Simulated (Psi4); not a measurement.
# CHClI (SMILES Cl[CH]I): U-wB97M-V/def2-SVP (core potential)

Aim: the vertical ionisation energy of CHClI at U-wB97M-V/def2-SVP (core potential), from 2 runs. 

The results are computed with Psi4 1.11.

2 further runs of the same task are left out: 2 that didn't finish.

## 1. The structure to begin with

The species is CHClI (4 atoms), meant as a doublet with charge 0. As SMILES, `Cl[CH]I`. The coordinates come from a PBE0-D4/def2-TZVP relaxation.

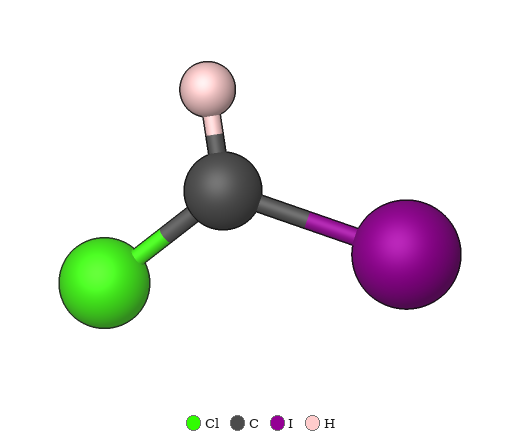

Viewed from a chosen angle; chlorine green, carbon dark grey, iodine purple, hydrogen pink.

## 2. A single-point energy at U-wB97M-V/def2-SVP (core potential)

Contents of run_ase.py:

```python
import numpy as np
from ase.calculators.psi4 import Psi4
from ase import Atoms

atoms = Atoms(['Cl', 'C', 'I', 'H'], positions=[
    [-1.529900, 0.107400, -0.630600],
    [0.011600, 0.214700, 0.044300],
    [0.942400, -1.424700, 0.835400],
    [0.631300, 1.042400, -0.269500],
])
calc = Psi4(atoms=atoms, method='wb97m-v', basis='def2-SVP', memory='1600MB', num_threads=1, charge=0, multiplicity=2, label='psi4-calc', reference='uks')
calc.psi4.set_options({'puream': True, 'e_convergence': 1e-09, 'd_convergence': 1e-08, 'scf_type': 'pk', 'dft_radial_points': 99, 'dft_spherical_points': 590, 'maxiter': 200})
atoms.calc = calc

print(f'energy: {atoms.get_potential_energy():.6f} eV')
```

Run with:

```bash
$ python run_ase.py
```

psi4-calc.dat:

```text
[...]
    !!!  WARNING: ECP capability is in beta. Please check occupations closely.  !!!
[...]
  Running in c1 symmetry.
[...]
  Nuclear repulsion =  151.461233848312105
[...]
  Multiplicity = 2
[...]
  Nalpha       = 25
  Nbeta        = 24
[...]
    Number of basis functions: 63
[...]
   @UKS iter   1:  -796.17554137064405   -3.11521e+00   6.94007e-03 ADIIS/DIIS
[...]
   @UKS iter  15:  -796.30127295905072   -2.16005e-12   3.45741e-09 DIIS
[...]
   @S^2 Observed:                7.550708667E-01
[...]
    Orbital Energies [Eh]
    ---------------------
    Alpha Occupied:
       1A   -101.866909     2A    -10.452154     3A     -9.667895
       4A     -7.379338     5A     -7.372312     6A     -7.369883
       7A     -7.028278     8A     -5.040771     9A     -5.026212
      10A     -5.024931    11A     -2.060132    12A     -2.055220
      13A     -2.054233    14A     -2.041973    15A     -2.041953
      16A     -1.017382    17A     -0.862308    18A     -0.728100
      19A     -0.576510    20A     -0.523301    21A     -0.500750
      22A     -0.413366    23A     -0.392383    24A     -0.366784
      25A     -0.295574
    Alpha Virtual:
[...]
  @UKS Final Energy:  -796.30127295905072
   => Energetics <=
    Nuclear Repulsion Energy =            151.4612338483121050
    One-Electron Energy =               -1506.1306701643038650
    Two-Electron Energy =                 599.7995904300720440
    DFT Exchange-Correlation Energy =     -41.6241172577909637
    Empirical Dispersion Energy =           0.0000000000000000
    VV10 Nonlocal Energy =                  0.1926901846600446
    Total Energy =                       -796.3012729590507206
[...]
 Multipole Moments:
 ------------------------------------------------------------------------------------
     Multipole            Electronic (a.u.)      Nuclear  (a.u.)        Total (a.u.)
 ------------------------------------------------------------------------------------
 L = 1.  Multiply by 2.5417464519 to convert [e a0] to [Debye]
 Dipole X            :         38.9363521          -38.7093532            0.2269989
 Dipole Y            :        -32.2632802           32.3691052            0.1058250
 Dipole Z            :         25.3158261          -25.3938053           -0.0779792
 Magnitude           :                                                    0.2623131
[...]
```

The script printed:

```text
energy: -21668.461330 eV
```

Run time: 59 s. Hardware: 1 thread of Intel Xeon Platinum 8375C at 2.90GHz (Ice Lake), shared host; peak memory 1.1 GiB.

## 3. The singlet cation, same level

Contents of input.dat:

```
memory 1600 MB

molecule geom {
  1 1
  Cl
  C 1 1.686187
  I 2 2.044471 1 121.33628
  H 2 1.080549 1 117.18093 3 157.71685
  units angstrom
  symmetry c1
  no_reorient
  no_com
}

set reference rks
set puream true
set e_convergence 1e-09
set d_convergence 1e-08
set scf_type pk
set dft_radial_points 99
set dft_spherical_points 590

result, w = energy('wb97m-v/def2-SVP', return_wfn=True)
```

Run with:

```bash
$ psi4 -i input.dat -o output.dat -n 1
```

output.dat:

```text
[...]
    !!!  WARNING: ECP capability is in beta. Please check occupations closely.  !!!
[...]
  Running in c1 symmetry.
[...]
  Nuclear repulsion =  151.461207961609830
[...]
  Multiplicity = 1
[...]
  Nalpha       = 24
  Nbeta        = 24
[...]
    Number of basis functions: 63
[...]
   @RKS iter   1:  -795.91041432161796   -2.87612e+00   6.13442e-03 ADIIS/DIIS
[...]
   @RKS iter  15:  -796.00057687756237   -2.27374e-13   4.55789e-09 DIIS
[...]
    Orbital Energies [Eh]
    ---------------------
    Doubly Occupied:
       1A   -102.132867     2A    -10.761041     3A     -9.932156
       4A     -7.643928     5A     -7.637013     6A     -7.632510
       7A     -7.280114     8A     -5.293559     9A     -5.280735
      10A     -5.272993    11A     -2.313078    12A     -2.309816
      13A     -2.303557    14A     -2.292693    15A     -2.292036
      16A     -1.272434    17A     -1.108629    18A     -0.974149
      19A     -0.828133    20A     -0.769970    21A     -0.730224
      22A     -0.653325    23A     -0.607325    24A     -0.595052
[...]
  @RKS Final Energy:  -796.00057687756237
   => Energetics <=
    Nuclear Repulsion Energy =            151.4612079616098299
    One-Electron Energy =               -1493.6657448079697588
    Two-Electron Energy =                 587.4542712309747685
    DFT Exchange-Correlation Energy =     -41.4406047666455493
    Empirical Dispersion Energy =           0.0000000000000000
    VV10 Nonlocal Energy =                  0.1902935044684661
    Total Energy =                       -796.0005768775623665
[...]
 Multipole Moments:
 ------------------------------------------------------------------------------------
     Multipole            Electronic (a.u.)      Nuclear  (a.u.)        Total (a.u.)
 ------------------------------------------------------------------------------------
 L = 1.  Multiply by 2.5417464519 to convert [e a0] to [Debye]
 Dipole X            :         -0.3584793            0.4942716            0.1357923
 Dipole Y            :        -35.0069248           36.0447654            1.0378406
 Dipole Z            :         43.0088352          -43.4919529           -0.4831177
 Magnitude           :                                                    1.1528033
[...]
```

Run time: 49 s. Hardware: 1 thread of Intel Xeon Platinum 8375C at 2.90GHz (Ice Lake), shared host; peak memory 1.1 GiB.

## 4. Outcome

Level: U-wB97M-V/def2-SVP (core potential).

| quantity | value |
| --- | --- |
| doublet CHClI: total energy | -796.30127 Eh |
| doublet CHClI: dipole moment | 0.67 D |
| doublet CHClI: HOMO energy (highest over α and β) | -8.04 eV |
| doublet CHClI: LUMO energy (lowest over α and β) | -0.09 eV |
| doublet CHClI: ⟨S²⟩ | 0.755 |
| singlet cation: total energy | -796.00058 Eh |
| singlet cation: HOMO energy | -16.19 eV |
| singlet cation: LUMO energy | -8.21 eV |
| singlet cation: HOMO–LUMO gap | 7.98 eV |
| vertical ionisation energy (to the singlet cation) | 8.182 eV |

**Reading.** Removing an electron at fixed nuclei costs 8.18 eV (789 kJ/mol). Only the singlet of the ionised species was computed; a triplet could lie lower.
